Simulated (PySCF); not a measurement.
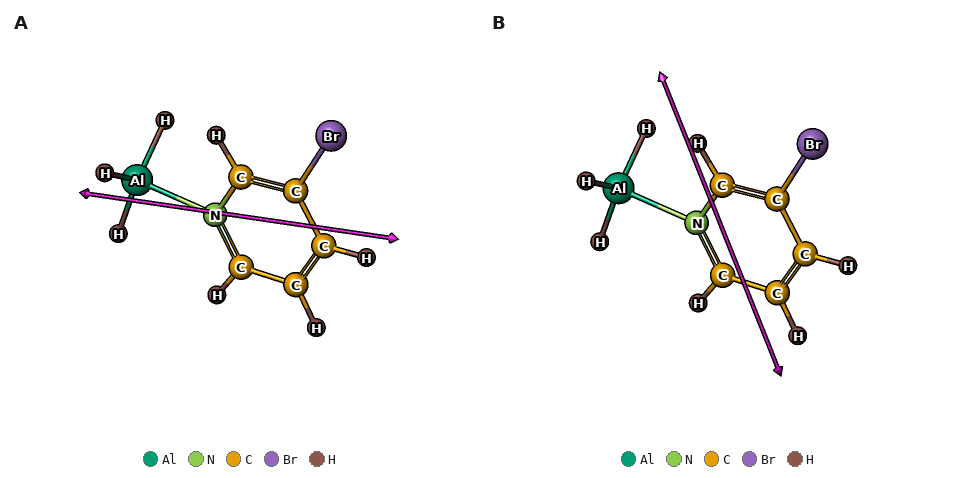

The double arrows show the directions of two transition dipoles from the ground state (lengths mean nothing). The geometry was computed by an optimisation with GFN2-xTB. No frequency run is at hand to confirm it as a minimum. Properties computed with TDDFT B3LYP/def2-SVPD, vertical, gas phase, core orbitals frozen in the response (PySCF 2.14.0).

Question. One belongs to singlet state 3 and one to singlet state 5. Which is which?

Answer. A: state 3, 4.37 eV (284 nm), oscillator strength 0.024, mainly HOMO → LUMO+1 (weight 0.94).
B: state 5, 4.88 eV (254 nm), oscillator strength 0.056, mainly HOMO−2 → LUMO (weight 0.87).

The geometry is semi-empirical. Around Al, Br such bond lengths and angles can be off by a tenth of an ångström or more and by several degrees, and values that hang on the shape move with them.
